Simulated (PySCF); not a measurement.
PtO (triplet)

```xyz
2

Pt    0.0000    0.0000   -0.1297
O     0.0000    0.0000    1.5803
```

Level of theory: PySCF 2.14.0, PBE0/x2c-TZVPPall, spin-free X2C-1e, Gaussian nucleus, at a bond length of 1.710 Å.

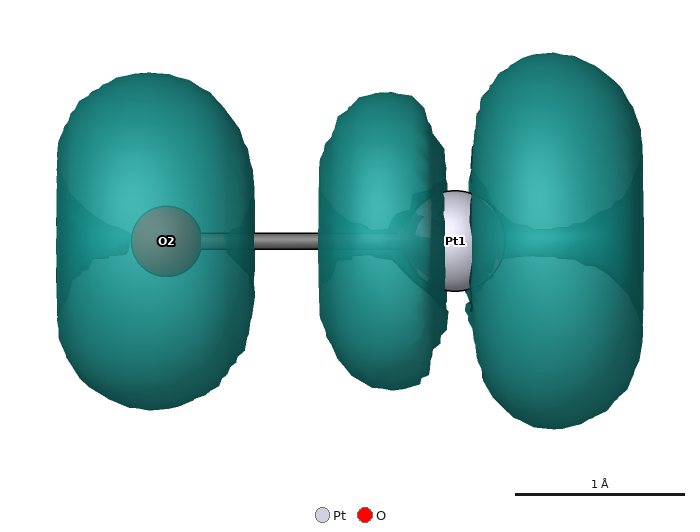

Figure 1. Isosurfaces of the spin density at +0.05 (teal) and −0.05 e/Å³ (pink), seen from one side.

Which atoms carry the spin?

Answer. The unpaired spin (2 electrons) lies mostly on Pt1 (about 1.1) and O2 (about 0.9), in electrons by Hirshfeld's partition.

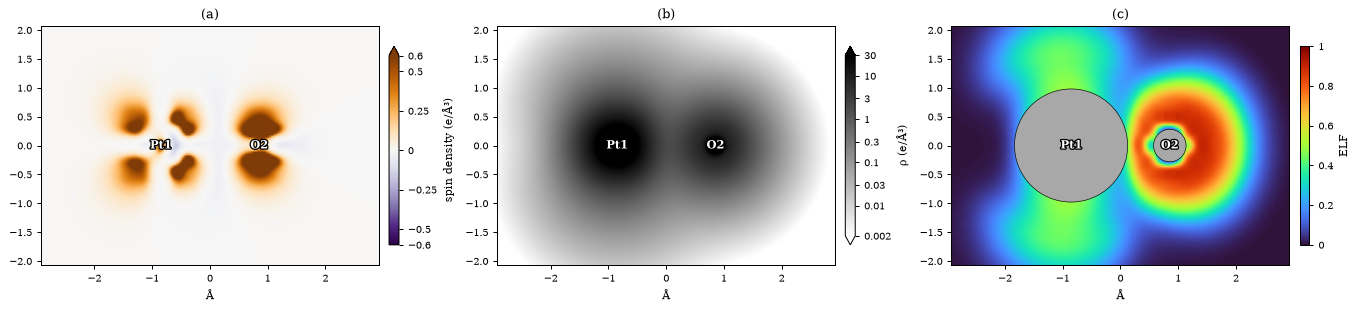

Figure 2. (a) spin density (α minus β); (b) total electron density; (c) ELF on a plane that holds the molecular axis. Grey discs cover the atomic cores in the ELF map.

Interpret the plot.

Answer.
- Atoms in the plane: Pt and O.
- Pt–O (1.71 Å): ρ is about 1.9 e/Å³ halfway; the ELF peaks at about 0.80 in the valence shell of O, 0.6 Å from its nucleus, and drops to about 0.30 between the two atoms.
